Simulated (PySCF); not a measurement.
C7H11BOSi (SMILES C=C[SiH2]CBc1ccco1)

```xyz
21

C    -4.0199   -0.2472    0.4056
C    -2.6963   -0.2536    0.4311
Si   -1.5792   -0.5937   -1.0476
C    -0.3866    0.8885   -1.3043
B     0.4201    1.1300   -0.0005
C     1.6719    0.2925    0.2887
C     2.5510    0.3109    1.3550
C     3.5266   -0.6736    1.1153
C     3.1871   -1.2368   -0.0819
O     2.0915   -0.6710   -0.5826
H    -4.5673   -0.4496   -0.5011
H    -4.6221   -0.0404    1.2781
H    -2.2033   -0.0381    1.3730
H    -0.8243   -1.8319   -0.8050
H    -2.3911   -0.7471   -2.2650
H     0.2439    0.6100   -2.1473
H    -0.9902    1.7434   -1.6067
H     0.0817    1.9105    0.8062
H     2.4934    0.9626    2.2037
H     4.3604   -0.9316    1.7365
H     3.6439   -2.0237   -0.6517
```

Geometry: GFN2-xTB.

Method: PySCF 2.14.0, PBE0/pcSseg-1, SCF density, gas phase, non-relativistic.

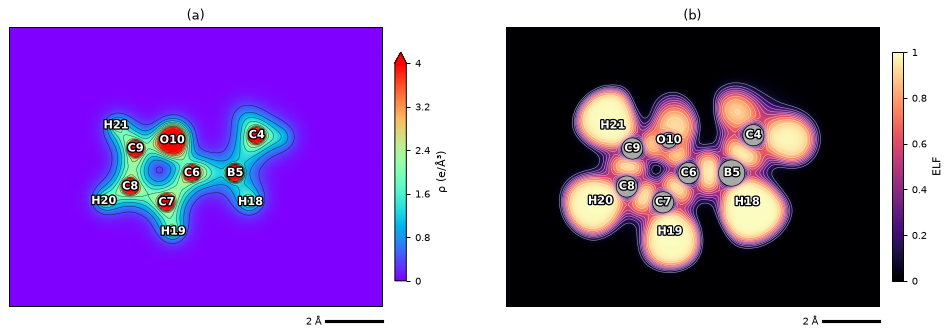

Figure 1. (a) electron density; (b) ELF on the plane of atoms C7, C8 and C9. Grey discs cover the atomic cores in the ELF map.

Q: Describe what can be read from this map.

A: The plane passes through C, B, O and H nuclei. C–O (1.33 Å): ρ is about 2.5 e/Å³ halfway; the ELF peaks at about 0.90 between the atoms, as expected for a polar covalent bond. C–B (1.53 Å): the density is about 1.5 e/Å³ at the midpoint; the ELF peaks at about 1 between the atoms, as expected for a covalent bond. C–H (1.07 Å): ρ is about 2 e/Å³ halfway; the ELF climbs to about 1 towards the hydrogen, as it does in any bond to H; an ordinary covalent bond to hydrogen. C–C (1.37 Å): ρ at the midpoint is about 2.2 e/Å³; the ELF peaks at about 0.95 between the atoms; localised, covalent bonding. C–C (1.41 Å): ρ is about 2 e/Å³ halfway; the ELF peaks at about 0.95 between the atoms, as expected for localised, covalent bonding. The ELF also peaks beside O10, away from the bonds: lone-pair regions.

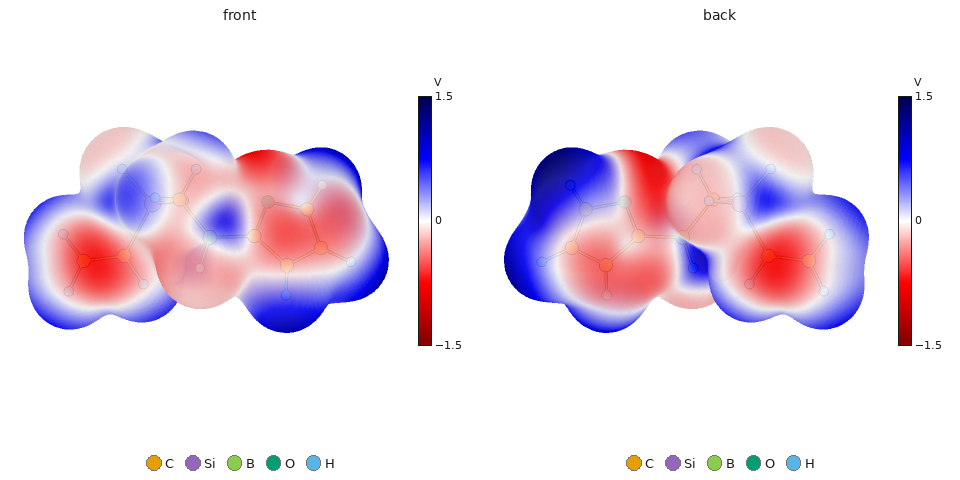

Figure 2. The molecular electrostatic potential painted on the density surface at 0.002 e/bohr³, seen from the front and from behind; the colour scale runs from red (negative) to blue (positive).

Q: Describe the electrostatic potential map.

A: The most negative region (about −0.8 V) lies over O10, the most positive (about +1.3 V) over H21.
